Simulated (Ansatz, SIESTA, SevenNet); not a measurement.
# Running random packing of 40Si3N4-60SiO2 (mol %) (138 atoms) with SIESTA

Wanted: SIESTA inputs and outputs for random packing of 40Si3N4-60SiO2 (mol %) (138 atoms), checked against a plane-wave reference.

Method: the method is named at each step, in SIESTA 5.4.2.

## Step 1: Starting point

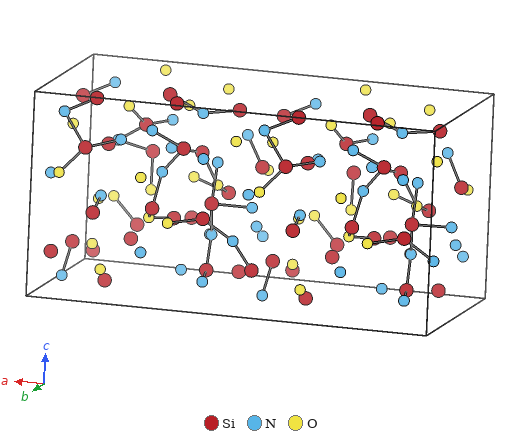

The cell as given, from a free direction (silicon red, nitrogen blue, oxygen yellow). Bonds to atoms that aren't drawn are left out.

The cell holds 138 atoms: 54 Si, 48 N and 36 O. Its edges and angles: a = 19.401 Å, b = 9.700 Å, c = 9.700 Å, α = 90.0°, β = 90.0°, γ = 90.0°. 69 atoms (27 Si, 24 N, 18 O) packed at random in a cube at 2.52 g/cm³ and pushed apart as soft spheres, cations and anions kept from their own kind; a start for melting by ab initio MD, not an equilibrated structure. The cell was repeated 2 x 1 x 1. Then every atom was moved at random, 0.03 Å r.m.s. a Cartesian component.

The yardstick, on the same geometry:

| Item | Value |
| --- | --- |
| method | Kohn-Sham DFT, PBE, PAW, plane waves (Ansatz 0.2.0); cutoff 420 eV, Γ point, fermi-dirac smearing of 0.05 eV; PAW set soft_2 |
| r.m.s. force component | 1.604 eV/Å |
| longest force | 5.581 eV/Å |
| SCF cycles | 11 |
| time | 26 s on 4 threads of Arm Neoverse V2, shared host |
| CPU time | 1.7 min |

## Step 2: PBE, DZP, shift 0.01 Ry, mesh 350 Ry

Method: Kohn-Sham DFT, PBE, PseudoDojo 0.4.1 norm-conserving pseudopotentials (converted to PSML), numerical atomic orbitals (DZP), diagonalisation.

The .psml files are PseudoDojo norm-conserving potentials that we converted to this format, checked against plane waves on the same files for H, C, O, Si, Ge and Ca alone.

input.fdf

```
SystemLabel cell
NumberOfAtoms 138
NumberOfSpecies 3
%block ChemicalSpeciesLabel
  1 14 Si
  2 7 N
  3 8 O
%endblock ChemicalSpeciesLabel
LatticeConstant 1.0 Ang
%block LatticeVectors
  19.40060 0.00000 0.00000
  0.00000 9.70030 0.00000
  0.00000 0.00000 9.70030
%endblock LatticeVectors
PAO.BasisSize DZP
PAO.EnergyShift 0.01 Ry
XC.Functional GGA
XC.Authors PBE
MeshCutoff 350 Ry
%block kgrid_Monkhorst_Pack
  1 0 0 0.0
  0 1 0 0.0
  0 0 1 0.0
%endblock kgrid_Monkhorst_Pack
SolutionMethod diagon
OccupationFunction FD
ElectronicTemperature 580 K
SCF.Mixer.Method Pulay
SCF.Mixer.Weight 0.15
SCF.Mixer.History 8
SCF.Mix Hamiltonian
MaxSCFIterations 150
SCF.DM.Tolerance 1e-04
SCF.H.Tolerance 1.0e-3 eV
WriteForces T
Write.HirshfeldPop T
Write.VoronoiPop T
Write.DM F
Write.H F
XML.Write F
AtomicCoordinatesFormat Fractional
%block AtomicCoordinatesAndAtomicSpecies
  0.12410 0.17685 0.43686 1
  0.36543 0.84485 0.41487 1
  0.11538 0.57131 0.12192 1
  0.47637 0.75896 0.18266 1
  0.08154 0.88699 0.43910 1
  0.32960 0.07525 0.56433 1
  0.03035 0.28491 0.58815 1
  0.23246 0.74849 0.43908 1
  0.23588 0.04846 0.26078 1
  0.22407 0.41253 0.32608 1
  0.08048 0.25677 0.06957 1
  0.22485 0.57045 0.95698 1
  0.10406 0.60346 0.45181 1
  0.36573 0.56776 0.03313 1
  0.48059 0.01266 0.04685 1
  0.39047 0.84186 0.72204 1
  0.37690 0.55326 0.68954 1
  0.33780 0.33174 0.19748 1
  0.31828 0.30395 0.74922 1
  0.15543 0.92012 0.99470 1
  0.35498 0.89931 0.98011 1
  0.36571 0.05923 0.20206 1
  0.17901 0.31258 0.63672 1
  0.48489 0.24728 0.84274 1
  0.06378 0.46626 0.89081 1
  0.46654 0.46359 0.17637 1
  0.16018 0.74102 0.74518 1
  0.24014 0.86412 0.23970 2
  0.14293 0.56889 0.88531 2
  0.27760 0.13542 0.75015 2
  0.01964 0.50298 0.43587 2
  0.49531 0.73506 0.54504 2
  0.07746 0.22057 0.73701 2
  0.11927 0.49337 0.28381 2
  0.19661 0.43280 0.08839 2
  0.08278 0.94213 0.73510 2
  0.44367 0.86533 0.89337 2
  0.01366 0.83447 0.33139 2
  0.42584 0.11585 0.89006 2
  0.09387 0.75778 0.10889 2
  0.47233 0.57991 0.02876 2
  0.16154 0.21067 0.22522 2
  0.39970 0.21530 0.64134 2
  0.05660 0.02236 0.19805 2
  0.37510 0.66398 0.45533 2
  0.21606 0.69454 0.61061 2
  0.23013 0.46002 0.68083 2
  0.32120 0.73453 0.74140 2
  0.22425 0.84248 0.83457 2
  0.09883 0.57105 0.65027 2
  0.03820 0.28859 0.30635 2
  0.41974 0.36732 0.37533 3
  0.21474 0.16710 0.49717 3
  0.26281 0.58091 0.35773 3
  0.32320 0.13983 0.39617 3
  0.43510 0.96685 0.61227 3
[... 78 atom lines left out ...]
  0.53279 0.72561 0.79624 3
  0.84970 0.78054 0.11961 3
  0.92872 0.04296 0.32887 3
  0.64136 0.13165 0.92337 3
%endblock AtomicCoordinatesAndAtomicSpecies
```

Started as:

```console
OMP_NUM_THREADS=1 mpirun -np 4 siesta < input.fdf > output.txt
```

The log of the run:

```text
Version         : 5.4.2
reinit: System Name:
reinit: System Label: cell
initatom: Reading input for the pseudopotentials and atomic orbitals ----------
Species number:   1 Atomic number:   14 Label: Si
Species number:   2 Atomic number:    7 Label: N
Species number:   3 Atomic number:    8 Label: O
Ground state valence configuration (from tables):   3s02  3p02  3d00  4f00
Ground state valence configuration (from tables):   2s02  2p03  3d00  4f00
Ground state valence configuration (from tables):   2s02  2p04  3d00  4f00
---- Processing specs for species: Si
GGA--PBE XC_GGA_X_PBE--XC_GGA_C_PBE pb
---- Processing specs for species: N
GGA--PBE XC_GGA_X_PBE--XC_GGA_C_PBE pb
---- Processing specs for species: O
GGA--PBE XC_GGA_X_PBE--XC_GGA_C_PBE pb
Si pseudopotential only contains V_ls up to l=2 -- lmxkb reset.
N pseudopotential only contains V_ls up to l=1 -- lmxkb reset.
O pseudopotential only contains V_ls up to l=2 -- lmxkb reset.
Using PAO.SplitTailNorm
%block ChemicalSpeciesLabel
    1   14 Si                      # Species index, atomic number, species label
    2    7 N                       # Species index, atomic number, species label
    3    8 O                       # Species index, atomic number, species label
%endblock ChemicalSpeciesLabel
%block PAO.Basis                 # Define Basis set
Si                    2                    # Species label, number of l-shells
 n=3   0   2                         # n, l, Nzeta
   5.392      3.847
   1.000      1.000
 n=3   1   2 P   1                   # n, l, Nzeta, Polarization, NzetaPol
   6.844      4.952
   1.000      1.000
N                     2                    # Species label, number of l-shells
 n=2   0   2                         # n, l, Nzeta
   3.944      2.617
   1.000      1.000
 n=2   1   2 P   1                   # n, l, Nzeta, Polarization, NzetaPol
[...]
O                     2                    # Species label, number of l-shells
 n=2   0   2                         # n, l, Nzeta
[...]
1.000      1.000
 n=2   1   2 P   1                   # n, l, Nzeta, Polarization, NzetaPol
   4.300      2.782
   1.000      1.000
%endblock PAO.Basis
coor:   Atomic-coordinates input format  =     Fractional
siesta: System type = bulk
initatomlists: Number of atoms, orbitals, and projectors:    138  1794  1824
siesta: ******************** Simulation parameters ****************************
Total number of electrons:   672.000000
Total ionic charge:   672.000000
 Kpoints in:            1 . Kpoints trimmed:            1
siesta: k-grid: Number of k-points = 1
siesta: k-points from Monkhorst-Pack grid
siesta: k-cutoff (effective) =     4.850 Ang
siesta: k-point supercell and displacements
siesta: k-grid:     1     0     0      0.000
siesta: k-grid:     0     1     0      0.000
siesta: k-grid:     0     0     1      0.000
                     ====================================
                        Single-point calculation
                     ====================================
outcell: Unit cell vectors (Ang):
       19.400600    0.000000    0.000000
        0.000000    9.700300    0.000000
        0.000000    0.000000    9.700300
outcell: Cell vector modules (Ang)   :   19.400600    9.700300    9.700300
outcell: Cell angles (23,13,12) (deg):     90.0000     90.0000     90.0000
outcell: Cell volume (Ang**3)        :   1825.5154
Gamma-point calculation with multiply-connected orbital pairs
Gamma-point calculation with multiply-connected orbital pairs
Folding of H and S implicitly performed
Folding of H and S implicitly performed
new_DM -- step:     1
Initializing Density Matrix...
Attempting to read DM from file... Failed...
DM filled with atomic data:
InitMesh: MESH = 240 x 120 x 120 = 3456000
InitMesh: Mesh cutoff (required, used) =   350.000   422.955 Ry
stepf: Fermi-Dirac step function
        iscf     Eharris(eV)        E_KS(eV)     FreeEng(eV)     dDmax    Ef(eV) dHmax(eV)
   scf:    1   -35153.186218   -35528.755444   -35529.159434  1.569604 -5.514403 20.937959
   scf:    2   -34477.983828   -35380.301296   -35380.801085  1.245806 -5.087916 59.648655
   scf:    3   -35335.115822   -35643.304775   -35643.894627  1.211012 -5.079535 33.383782
   scf:    4   -35567.126776   -35696.867227   -35697.409350  0.756513 -5.087785 23.258812
   scf:    5   -35682.858896   -35729.901722   -35730.527292  0.457349 -5.083049 16.488163
   scf:    6   -35696.496664   -35732.613551   -35733.258023  0.382490 -5.063052 11.095783
[...]
scf:   40   -35751.511653   -35751.511665   -35752.257780  0.000055 -5.176049  0.001348
   scf:   41   -35751.511682   -35751.511674   -35752.257780  0.000074 -5.176021  0.001729
   scf:   42   -35751.511690   -35751.511682   -35752.257780  0.000046 -5.175992  0.000752
SCF Convergence by DM+H criterion
max |DM_out - DM_in|         :     0.0000456781
max |H_out - H_in|      (eV) :     0.0007516247
SCF cycle converged after 42 iterations
Using DM_out to compute the final energy and forces
siesta: E_KS(eV) =           -35751.5117
siesta: E_KS - E_eggbox =    -35751.5117
siesta: Atomic forces (eV/Ang):
     1    1.570736   -3.450948   -3.679612
     2    1.055792   -1.368533    0.754474
     3    1.236799    0.998063   -0.598449
     4    2.040961    1.154527   -0.486236
     5   -0.587337    1.380052    0.600173
     6   -0.140949    1.118744    1.138193
[...]
136    0.516991   -0.105393   -2.123119
   137   -1.541968   -1.483892   -1.744020
   138   -0.875268   -1.663943    2.478060
----------------------------------------
   Tot    0.004001   -0.020915    0.000253
----------------------------------------
   Max    4.573500
   Res    1.532475    sqrt( Sum f_i^2 / 3N )
----------------------------------------
   Max    4.573500    constrained
Stress tensor Voigt[x,y,z,yz,xz,xy] (kbar):      168.71      210.46      163.25      -28.13        5.40        7.82
(Free)E + p*V (eV/cell)   -35958.2676
Target enthalpy (eV/cell)   -35752.2578
siesta: Program's energy decomposition (eV):
siesta: Ebs     =     -7956.202302
siesta: Eions   =     55742.199034
siesta: Ena     =     10889.297932
siesta: Ekin    =     21265.690265
siesta: Enl     =     -2539.791476
siesta: DEna    =       369.714056
siesta: DUscf   =        34.845623
siesta: Ex      =     -9228.335536
siesta: Ec      =      -800.733513
siesta: Exc     =    -10029.069048
siesta: Eharris =    -35751.511690
siesta: Etot    =    -35751.511682
siesta: FreeEng =    -35752.257780
siesta: Final energy (eV):
siesta:  Band Struct. =   -7956.202302
siesta:       Kinetic =   21265.690265
siesta:       Hartree =    9374.926183
siesta:         Exch. =   -9228.335536
siesta:         Corr. =    -800.733513
siesta:   Exch.-corr. =  -10029.069048
siesta:  Ion-electron =  -37016.345055
siesta:       Ion-ion =  -19346.714027
siesta:         Total =  -35751.511682
siesta:         Fermi =      -5.175992
siesta: Stress tensor (static) (eV/Ang**3):
siesta:     0.105301    0.004878    0.003369
siesta:     0.004878    0.131356   -0.017556
siesta:     0.003369   -0.017556    0.101893
siesta: Cell volume =       1825.515367 Ang**3
siesta: Pressure (static):
siesta:                Solid            Molecule  Units
siesta:          -0.00122909         -0.00116548  Ry/Bohr**3
siesta:          -0.11285022         -0.10700917  eV/Ang**3
siesta:        -180.80598814       -171.44758866  kBar
    Orbital volume contribution        =          59.714534 eV
    (Free)E + p_basis*V_orbitals       =      -35692.543246 eV
    (Free)Eharris+ p_basis*V_orbitals  =      -35692.543254 eV
Hirshfeld Atomic Populations:
Atom #   charge [q] valence [e]  Species
     1     0.278128    3.721872  Si
     2     0.183549    3.816451  Si
     3     0.198717    3.801283  Si
     4     0.248755    3.751245  Si
     5     0.275629    3.724371  Si
     6     0.283109    3.716891  Si
[...]
28    -0.210908    5.210908  N
    29    -0.190297    5.190297  N
    30    -0.132979    5.132979  N
    31    -0.107610    5.107610  N
    32    -0.036721    5.036721  N
    33    -0.189225    5.189225  N
[...]
52    -0.186618    6.186618  O
    53    -0.190865    6.190865  O
    54    -0.214337    6.214337  O
    55    -0.175703    6.175703  O
    56    -0.157381    6.157381  O
    57    -0.128234    6.128234  O
[...]
--------------------
 Total    -0.000043
Voronoi Atomic Populations:
Atom #   charge [q] valence [e]  Species
[...]
94     0.339899    3.660101  Si
    95     0.340942    3.659058  Si
    96     0.397184    3.602816  Si
[...]
118    -0.185812    5.185812  N
   119    -0.197342    5.197342  N
   120    -0.096046    5.096046  N
[...]
136    -0.254216    6.254216  O
   137    -0.249308    6.249308  O
   138    -0.249602    6.249602  O
--------------------
 Total    -0.000043
```

Wall time 4.7 min (4 MPI ranks of Arm Neoverse V2, shared host); peak memory 2.9 GiB; 19 min of CPU time.

Banners, paths, timers and routine set-up lines are dropped from the logs unmarked, and long logs keep their key lines alone; longer cuts are marked.

Against the reference:

```
r.m.s. force component                  : 1.532 eV/Å
r.m.s. difference of force components   : 219.9 meV/Å
longest difference of force vectors     : 759.9 meV/Å
force difference over r.m.s. force      : 13.71 %
slope of forces against the reference's : 0.9468
correlation of force components         : 0.9912
```

Length of the force difference by element (eV/Å):

```tsv
element	atoms	mean	most
N	48	0.33	0.58
O	36	0.30	0.76
Si	54	0.37	0.71
```

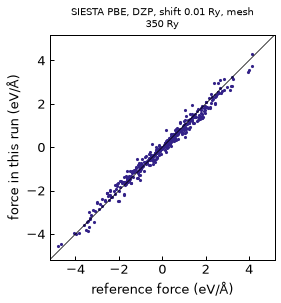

Force components against those of the reference; the line marks equality.

Local excerpt of 9 atoms (numbers count through the whole input) about Si80, picked at random; x, y, z are measured from there.

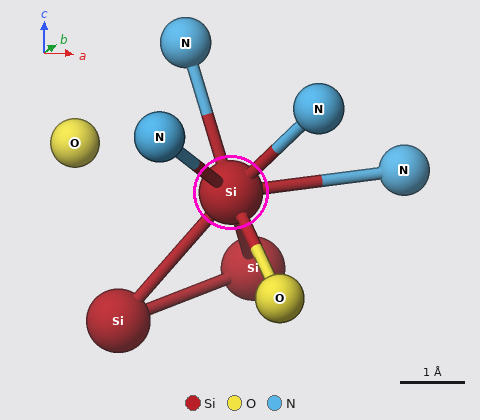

The atoms of the table, within 2.9 Å (arrows a, b, c point along x, y, z); some may hide others; the central atom is ringed.

```tsv
atom	x	y	z	distance (Å)	Hirshfeld charge (e)	Fx	Fy	Fz (eV/Å)
Si80	0.00	0.00	0.00	0.00	0.22	2.39	-2.43	1.28
O138	1.21	-1.23	-1.37	2.21	-0.18	-0.88	-1.66	2.48
N111	1.60	-0.46	1.54	2.27	-0.16	0.47	-1.52	2.54
N120	-0.85	0.32	2.29	2.46	-0.05	0.43	0.70	-0.44
Si94	-0.30	2.01	-1.64	2.61	0.26	-1.40	1.87	-1.60
N113	-0.44	-2.26	1.31	2.65	-0.12	-1.36	0.50	-3.13
O60	-2.60	0.06	0.61	2.67	-0.20	-0.52	2.75	-0.15
Si24	-1.83	-0.11	-2.16	2.83	0.23	-0.07	-0.47	-0.82
N104	2.32	1.66	0.18	2.86	-0.17	0.16	2.81	0.58
```

Forces lie 14 % from the reference's, at 11 times its CPU time.

Further runs of this program without a result: SIESTA PBE, SZ, shift 0.02 Ry, mesh 350 Ry (cut off at its time limit).

## Step 3: Outcome

```json
{
 "force difference from the reference": "SIESTA PBE, DZP, shift 0.01 Ry, mesh 350 Ry, 14 %",
 "its CPU time": "19 min"
}
```

What this shows: The PBE run in local orbitals differs by 14 % (SIESTA PBE, DZP, shift 0.01 Ry, mesh 350 Ry); basis, grid and potentials can all enter. The electronic-structure runs sample only Γ, in a cell whose shortest periodic width is 10 Å, which is coarse for a cell with partly filled levels.

[Also dropped from logs without a mark: logging warnings of Python, and SIESTA's first energy breakdown and zero terms.]

[Logs are printed without paths, hosts, clocks, repeated set-up lines and the standing remarks that a program may print on its own settings, such as how far it seeks lower states.]

[Hosts, paths, dates, database ids (printed as entryN), source tags and the programs' standing remarks are cut or masked in the printed files.]
